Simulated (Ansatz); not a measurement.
**SiGeF+ (quintet): wave-function methods side by side, cc-pVDZ**

Aim: climb from Hartree-Fock through coupled cluster for SiGeF+ (quintet) at one geometry and basis, and see what each rung misses.

Computed with Ansatz 0.2.0, Gaussian basis. Level: cc-pVDZ, core rule «outside noble gas», up to 20 orbitals frozen.

The runs, in order: UHF; CCSD(T) on ROHF; CCSD(T) on UHF; BCCD(T) on ROHF; CISD; CCSDT(Q) on ROHF; CCSDT(Q) on UHF.

39 further runs of the same task are left out: 10 for a known fault of the program, 14 that didn't finish, 15 set aside as unsound or not needed.

## 1. The system

The geometry is a PBE0/def2-TZVP stationary point (not a proven minimum) of the parent state, kept for this charge and spin. No spin-orbit coupling is included. The filled d shell of Ge may be among the frozen orbitals whatever the setting's name suggests; the logs give the count.

3 atoms, charge 1, spin multiplicity 5.

Atoms are counted from 1 here; the program's logs count them from 0.

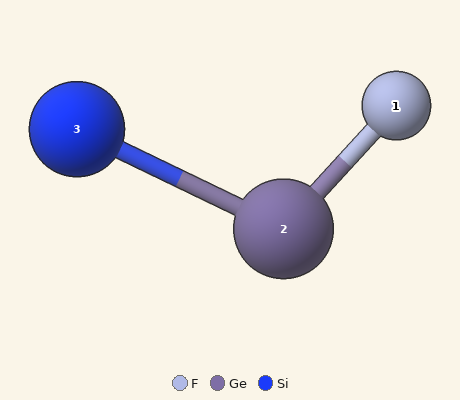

The geometry (fluorine light blue, germanium purple, silicon blue); atoms are numbered from 1 in the order of the file.

In the tables R marks a restricted open-shell determinant and U an unrestricted one; energies count from the table's Hartree-Fock row.

## 2. UHF

File in.yaml:

```yaml
crystal:
  periodic: [false, false, false]
  atoms:
    - {symbol: F, position_ang: [0.000000, -1.068183, 1.360686]}
    - {symbol: Ge, position_ang: [0.000000, 0.397053, 0.388067]}
    - {symbol: Si, position_ang: [0.000000, -0.304362, -1.924126]}
basis:
  gaussian: {orbitals: cc-pVDZ}
total_charge: 1
magnetization: {spin_polarized: true, initial_magnetization: 4}
hamiltonian: {xc: hf}
output: {orbitals: {seedname: orbitals}}
```

Started as:

```bash
$ ansatz run in.yaml --threads 1 --pin off --events-out ev --progress --plain --max-ram 2393MiB
```

The log of the run:

```text
Functional definition: HF
  name "HF"
  cite "Fock, Z. Phys. 61, 126 (1930) doi:10.1007/BF01340294"
  parent pbe
  exchange = exact_x
  correlation = 0
645 factors; integrals over basis functions are off by at most 6.8e-4 eV
mean field evaluation 1: about -67022.4804 eV, gradient 4.0e1 eV
mean field evaluation 2: about -67022.4911 eV, gradient 4.0e1 eV
mean field evaluation 4: about -67029.7480 eV, gradient 4.0e0 eV
mean field evaluation 8: about -67030.1663 eV, gradient 5.3e-1 eV
mean field evaluation 16: about -67030.2720 eV, gradient 1.8e-5 eV
mean field evaluation 32: about -67029.9522 eV, gradient 8.3e-1 eV
mean field evaluation 64: about -67025.9248 eV, gradient 1.5e1 eV
mean field evaluation 96: about -67026.2566 eV, gradient 4.0e0 eV
mean field evaluation 128: about -67028.9389 eV, gradient 1.4e0 eV
mean field evaluation 160: about -67029.7335 eV, gradient 4.0e0 eV
mean field -67030.27196070 eV, -2463.3170598054 hartree, gradient 1.8e-5 eV, S^2 6.015134; 1 other end points of the search recorded, 0 dependent functions left out
reference -67030.27196070 eV, -2463.3170598054 hartree; 29, 25 occupied and 30, 34 virtual orbitals, 645 factors
Total energy: -67030.27196070 eV, -2463.3170598054 hartree
```

It took 4.2 s on 1 thread of Arm Neoverse V2, shared host.

From the report: ⟨S²⟩ of the determinant 6.015 (pure quintet: 6.00).

## 3. CCSD(T) on ROHF

Changes to in.yaml since step 2:

```diff
@@ -9,4 +9,3 @@
 total_charge: 1
-magnetization: {spin_polarized: true, initial_magnetization: 4}
-hamiltonian: {xc: hf}
-output: {orbitals: {seedname: orbitals}}
+magnetization: {spin_polarized: false, initial_magnetization: 4}
+correlation: {method: ccsd_t, electrons: outside_noble_gas}
```

Same command.

The log of the run, cut to the lines that bear on the results:

```text
Functional definition: HF
  name "HF"
  cite "Fock, Z. Phys. 61, 126 (1930) doi:10.1007/BF01340294"
  parent pbe
[...]
645 factors; integrals over basis functions are off by at most 6.8e-4 eV
[...]
mean field -67030.17205438 eV, -2463.3133883158 hartree, gradient 4.4e-6 eV, S^2 6.000000; 13 other end points of the search recorded, 0 dependent functions left out
[...]
determinant -67030.17205438 eV, -2463.3133883158 hartree, with singles and doubles -67038.54409694 eV, -2463.6210552052 hartree
determinant -67028.83918686 eV, -2463.2644063382 hartree, with singles and doubles -67036.94962911 eV, -2463.5624595934 hartree
determinant -67027.52148888 eV, -2463.2159818306 hartree, with singles and doubles -67035.58372074 eV, -2463.5122633866 hartree
determinant -67027.28764189 eV, -2463.2073881120 hartree, with singles and doubles -67035.81774791 eV, -2463.5208637264 hartree
determinant -67027.24433877 eV, -2463.2057967518 hartree, with singles and doubles -67035.99618407 eV, -2463.5274211345 hartree
determinant -67026.40640566 eV, -2463.1750032782 hartree, with singles and doubles -67034.24801805 eV, -2463.4631772180 hartree
20 core orbitals not correlated: weight in the atoms' cores, before any rotation towards them, 0.979 or more for the frozen orbitals, at most 0.023 for the correlated occupied ones
reference -67030.17205438 eV, -2463.3133883158 hartree; 9, 5 occupied and 30, 34 virtual orbitals, 645 factors
second order -7.74161602 eV of doubles, -0.04763665 eV of singles
cycle   1  -8.37720626 eV  change   -5.2e-3 eV  update   6.7e-3
[...]
cycle  11  -8.38687994 eV  change   -3.5e-6 eV  update   9.4e-6
perturbative correction -0.29004752 eV, -0.0106590499 hartree
Total energy: -67038.84898184 eV, -2463.6322595186 hartree
```

Wall time 23 s (1 thread of Arm Neoverse V2, shared host).

From the report: correlation -8.6769 eV; T1 0.046; largest double amplitude 0.12.

## 4. CCSD(T) on UHF

Changes to in.yaml since step 3:

```diff
@@ -9,3 +9,3 @@
 total_charge: 1
-magnetization: {spin_polarized: false, initial_magnetization: 4}
+magnetization: {spin_polarized: true, initial_magnetization: 4}
 correlation: {method: ccsd_t, electrons: outside_noble_gas}
```

The command is unchanged.

The log of the run, cut to the lines that bear on the results:

```text
Functional definition: HF
  name "HF"
  cite "Fock, Z. Phys. 61, 126 (1930) doi:10.1007/BF01340294"
  parent pbe
[...]
645 factors; integrals over basis functions are off by at most 6.8e-4 eV
[...]
mean field -67030.27196070 eV, -2463.3170598054 hartree, gradient 4.5e-6 eV, S^2 6.015134; 12 other end points of the search recorded, 0 dependent functions left out
determinant -67030.27196070 eV, -2463.3170598054 hartree, with singles and doubles -67038.54316689 eV, -2463.6210210268 hartree
determinant -67028.99283324 eV, -2463.2700527383 hartree, with singles and doubles -67036.97308921 eV, -2463.5633217362 hartree
determinant -67027.85293833 eV, -2463.2281623730 hartree, with singles and doubles -67035.82824839 eV, -2463.5212496119 hartree
determinant -67027.79140722 eV, -2463.2259011465 hartree, with singles and doubles -67035.68142065 eV, -2463.5158537919 hartree
determinant -67027.78192722 eV, -2463.2255527628 hartree, with singles and doubles -67035.59393127 eV, -2463.5126386166 hartree
determinant -67027.32285865 eV, -2463.2086823043 hartree, with singles and doubles -67036.00872079 eV, -2463.5278818505 hartree
determinant -67026.79830497 eV, -2463.1894053119 hartree, with singles and doubles -67034.26171857 eV, -2463.4636807029 hartree
20 core orbitals not correlated: weight in the atoms' cores, before any rotation towards them, 0.978 or more for the frozen orbitals, at most 0.025 for the correlated occupied ones
reference -67030.27196070 eV, -2463.3170598054 hartree; 9, 5 occupied and 30, 34 virtual orbitals, 645 factors
second order -7.64980027 eV of doubles, -0.00000000 eV of singles
cycle   1  -8.27807767 eV  change   -6.9e-3 eV  update   7.5e-3
[...]
cycle  11  -8.29150471 eV  change   -4.5e-6 eV  update   1.1e-5
perturbative correction -0.28912852 eV, -0.0106252770 hartree
Total energy: -67038.85259392 eV, -2463.6323922601 hartree
```

Wall time 30 s (1 thread of Arm Neoverse V2, shared host).

From the report: ⟨S²⟩ of the determinant 6.015 (pure quintet: 6.00); correlation -8.5806 eV; T1 0.050; largest double amplitude 0.12.

## 5. BCCD(T) on ROHF

Changes to in.yaml since step 4:

```diff
@@ -9,3 +9,3 @@
 total_charge: 1
-magnetization: {spin_polarized: true, initial_magnetization: 4}
-correlation: {method: ccsd_t, electrons: outside_noble_gas}
+magnetization: {spin_polarized: false, initial_magnetization: 4}
+correlation: {method: bccd_t, electrons: outside_noble_gas}
```

Launched as before.

The log of the run, cut to the lines that bear on the results:

```text
Functional definition: HF
  name "HF"
  cite "Fock, Z. Phys. 61, 126 (1930) doi:10.1007/BF01340294"
  parent pbe
[...]
645 factors; integrals over basis functions are off by at most 6.8e-4 eV
[...]
mean field -67030.17205438 eV, -2463.3133883158 hartree, gradient 4.4e-6 eV, S^2 6.000000; 13 other end points of the search recorded, 0 dependent functions left out
[...]
determinant -67030.17205438 eV, -2463.3133883158 hartree, with singles and doubles -67038.54409694 eV, -2463.6210552052 hartree
determinant -67028.83918686 eV, -2463.2644063382 hartree, with singles and doubles -67036.94962911 eV, -2463.5624595934 hartree
determinant -67027.52148888 eV, -2463.2159818306 hartree, with singles and doubles -67035.58372074 eV, -2463.5122633866 hartree
determinant -67027.28764189 eV, -2463.2073881120 hartree, with singles and doubles -67035.81774791 eV, -2463.5208637264 hartree
determinant -67027.24433877 eV, -2463.2057967518 hartree, with singles and doubles -67035.99618407 eV, -2463.5274211345 hartree
determinant -67026.40640566 eV, -2463.1750032782 hartree, with singles and doubles -67034.24801805 eV, -2463.4631772180 hartree
20 core orbitals not correlated: weight in the atoms' cores, before any rotation towards them, 0.979 or more for the frozen orbitals, at most 0.023 for the correlated occupied ones
reference -67030.17205438 eV, -2463.3133883158 hartree; 9, 5 occupied and 30, 34 virtual orbitals, 645 factors
second order -7.74161602 eV of doubles, -0.04763665 eV of singles
cycle   1  -8.33178774 eV  change    4.0e-2 eV  update   2.9e-2
[...]
cycle  14  -8.34375413 eV  change   -6.9e-6 eV  update   1.0e-5
perturbative correction -0.34622577 eV, -0.0127235623 hartree
Total energy: -67038.86203427 eV, -2463.6327391867 hartree
```

It took 23 s on 1 thread of Arm Neoverse V2, shared host.

From the report: correlation -8.6900 eV; largest double amplitude 0.12.

## 6. CISD

Changes to in.yaml since step 5:

```diff
@@ -10,2 +10,2 @@
 magnetization: {spin_polarized: false, initial_magnetization: 4}
-correlation: {method: bccd_t, electrons: outside_noble_gas}
+correlation: {active_space: {ras: {orbitals: [5, 4, 30], electrons: 14, max_holes: 2, max_particles: 2}, fixed_orbitals: true}}
```

Same command.

The log of the run, cut to the lines that bear on the results:

```text
Functional definition: HF
  name "HF"
  cite "Fock, Z. Phys. 61, 126 (1930) doi:10.1007/BF01340294"
  parent pbe
[...]
645 factors; integrals over basis functions are off by at most 6.8e-4 eV
[...]
mean field -67030.17205438 eV, -2463.3133883158 hartree, gradient 4.4e-6 eV, S^2 6.000000; 11 other end points of the search recorded, 0 dependent functions left out
reference -67030.17205438 eV, -2463.3133883158 hartree; 29, 25 occupied and 30, 34 virtual orbitals, 645 factors
state -67037.78684868 eV, -2463.5932268452 hartree
Total energy: -67037.78684868 eV, -2463.5932268452 hartree
```

Wall time 35 s (1 thread of Arm Neoverse V2, shared host).

From the report: 302,974 determinants.

## 7. CCSDT(Q) on ROHF

Changes to in.yaml since step 6:

```diff
@@ -10,2 +10,2 @@
 magnetization: {spin_polarized: false, initial_magnetization: 4}
-correlation: {active_space: {ras: {orbitals: [5, 4, 30], electrons: 14, max_holes: 2, max_particles: 2}, fixed_orbitals: true}}
+correlation: {method: ccsdt_q, electrons: outside_noble_gas}
```

The command is unchanged.

The log of the run, cut to the lines that bear on the results:

```text
Functional definition: HF
  name "HF"
  cite "Fock, Z. Phys. 61, 126 (1930) doi:10.1007/BF01340294"
  parent pbe
[...]
1123 factors; integrals over basis functions are off by at most 1.4e-7 eV
[...]
mean field -67030.17231951 eV, -2463.3133980592 hartree, gradient 1.6e-6 eV, S^2 6.000000; 13 other end points of the search recorded, 0 dependent functions left out
[...]
determinant -67030.17231951 eV, -2463.3133980592 hartree, with singles and doubles -67038.54435254 eV, -2463.6210645985 hartree
determinant -67028.83944844 eV, -2463.2644159510 hartree, with singles and doubles -67036.94989653 eV, -2463.5624694210 hartree
determinant -67027.52174709 eV, -2463.2159913195 hartree, with singles and doubles -67035.58398855 eV, -2463.5122732284 hartree
determinant -67027.28791396 eV, -2463.2073981105 hartree, with singles and doubles -67035.81801805 eV, -2463.5208736540 hartree
determinant -67027.24459609 eV, -2463.2058062080 hartree, with singles and doubles -67035.99645827 eV, -2463.5274312109 hartree
determinant -67026.40665349 eV, -2463.1750123855 hartree, with singles and doubles -67034.24828890 eV, -2463.4631871717 hartree
20 core orbitals not correlated: weight in the atoms' cores, before any rotation towards them, 0.979 or more for the frozen orbitals, at most 0.023 for the correlated occupied ones
reference -67030.17231951 eV, -2463.3133980592 hartree; 9, 5 occupied and 30, 34 virtual orbitals, 1123 factors
second order -7.74161480 eV of doubles, -0.04763682 eV of singles
cycle   1  -7.89171871 eV  change   -1.0e-1 eV  update   1.3e-1
[...]
cycle  27  -8.73790221 eV  change   -2.3e-7 eV  update   1.4e-6
perturbative correction -0.02595971 eV, -0.0009540017 hartree
Total energy: -67038.93618142 eV, -2463.6354640443 hartree
```

It took 85 s on 1 thread of Arm Neoverse V2, shared host; peak memory 0.74 GiB.

From the report: correlation -8.7639 eV; T1 0.053; largest double amplitude 0.16.

## 8. CCSDT(Q) on UHF

Changes to in.yaml since step 7:

```diff
@@ -9,3 +9,3 @@
 total_charge: 1
-magnetization: {spin_polarized: false, initial_magnetization: 4}
+magnetization: {spin_polarized: true, initial_magnetization: 4}
 correlation: {method: ccsdt_q, electrons: outside_noble_gas}
```

Launched as before.

The log of the run, cut to the lines that bear on the results:

```text
Functional definition: HF
  name "HF"
  cite "Fock, Z. Phys. 61, 126 (1930) doi:10.1007/BF01340294"
  parent pbe
[...]
1123 factors; integrals over basis functions are off by at most 1.4e-7 eV
[...]
mean field -67030.27222676 eV, -2463.3170695831 hartree, gradient 2.1e-6 eV, S^2 6.015134; 12 other end points of the search recorded, 0 dependent functions left out
determinant -67030.27222676 eV, -2463.3170695831 hartree, with singles and doubles -67038.54342189 eV, -2463.6210303977 hartree
determinant -67028.99309513 eV, -2463.2700623626 hartree, with singles and doubles -67036.97335725 eV, -2463.5633315863 hartree
determinant -67027.85321047 eV, -2463.2281723741 hartree, with singles and doubles -67035.82851976 eV, -2463.5212595847 hartree
determinant -67027.79166573 eV, -2463.2259106467 hartree, with singles and doubles -67035.68168985 eV, -2463.5158636849 hartree
determinant -67027.78218411 eV, -2463.2255622033 hartree, with singles and doubles -67035.59419948 eV, -2463.5126484733 hartree
determinant -67027.32311591 eV, -2463.2086917581 hartree, with singles and doubles -67036.00899919 eV, -2463.5278920812 hartree
determinant -67026.79855600 eV, -2463.1894145371 hartree, with singles and doubles -67034.26198934 eV, -2463.4636906536 hartree
20 core orbitals not correlated: weight in the atoms' cores, before any rotation towards them, 0.978 or more for the frozen orbitals, at most 0.025 for the correlated occupied ones
reference -67030.27222676 eV, -2463.3170695831 hartree; 9, 5 occupied and 30, 34 virtual orbitals, 1123 factors
second order -7.64979542 eV of doubles, -0.00000000 eV of singles
cycle   1  -7.75318578 eV  change   -1.0e-1 eV  update   1.3e-1
[...]
cycle  27  -8.64527278 eV  change   -6.3e-7 eV  update   1.4e-6
perturbative correction -0.03736530 eV, -0.0013731495 hartree
Total energy: -67038.95486484 eV, -2463.6361506472 hartree
```

Wall time 89 s (1 thread of Arm Neoverse V2, shared host); peak memory 0.55 GiB.

From the report: ⟨S²⟩ of the determinant 6.015 (pure quintet: 6.00); correlation -8.6826 eV; T1 0.059; largest double amplitude 0.16.

## 9. The ladder

No level here is safe as a reference; RCCSDT(Q) serves as a yardstick only. Rows without a time come out of other runs: HF, MP2 and CCSD of CCSD(T), CCSDT of CCSDT(Q).

Differences are taken before rounding.

```tsv
method	energy from the lowest RHF (meV)	from RCCSDT(Q) (meV)	time
RHF	0.0	+8764.1	
UHF	-99.9	+8664.2	
RMP2	-7789.3	+974.9	
UMP2	-7749.7	+1014.4	
RCCSD	-8386.9	+377.2	
UCCSD	-8391.4	+372.7	
RCCSD(T)	-8676.9	+87.2	23 s
UCCSD(T)	-8680.5	+83.6	30 s
BCCD(T)	-8690.0	+74.1	23 s
RCCSDT	-8738.2	+26.0	
UCCSDT	-8745.4	+18.7	
RCCSDT(Q)	-8764.1	0	85 s
UCCSDT(Q)	-8782.8	-18.7	89 s
```

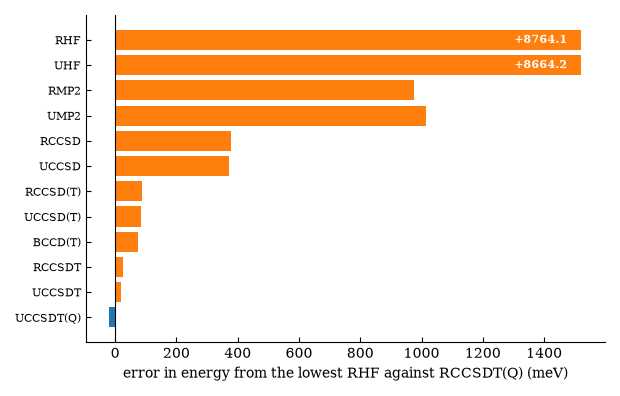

Error of each method against RCCSDT(Q). Bars with a number in them are cut short.

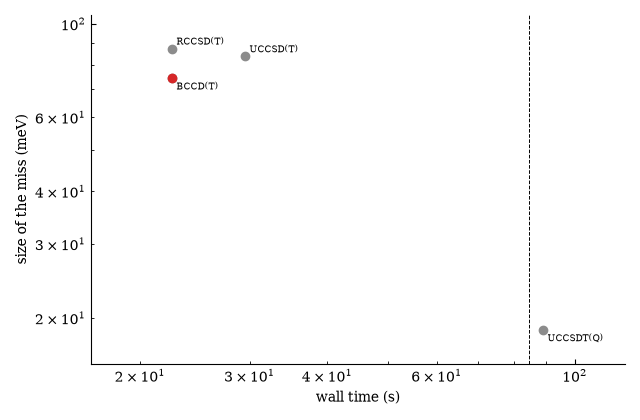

Accuracy for the time spent; red marks the levels that beat every quicker one drawn (of those quicker than the yardstick), and the dashed line is the time of RCCSDT(Q). Times are from a shared host.

Not comparable, so not listed: CISD (they don't share determinant, frozen orbitals or solution with the rows shown, or repeat one).

## 10. What came out

| quantity | value |
| --- | --- |
| RCCSDT(Q) below the RHF energy | -8.7641 eV |
| RMP2 from RCCSDT(Q) | +974.9 meV |
| UMP2 from RCCSDT(Q) | +1014.4 meV |
| RCCSD from RCCSDT(Q) | +377.2 meV |
| RCCSD(T) from RCCSDT(Q) | +87.2 meV |
| UCCSD(T) from RCCSDT(Q) | +83.6 meV |
| UCCSDT(Q) from RCCSDT(Q) | -18.7 meV |
| T1 diagnostic | 0.046 |

**Reading.** RCCSD(T) misses by +87.2 meV, 1.0 % of the correlation energy. Warnings: large T1 diagnostic.
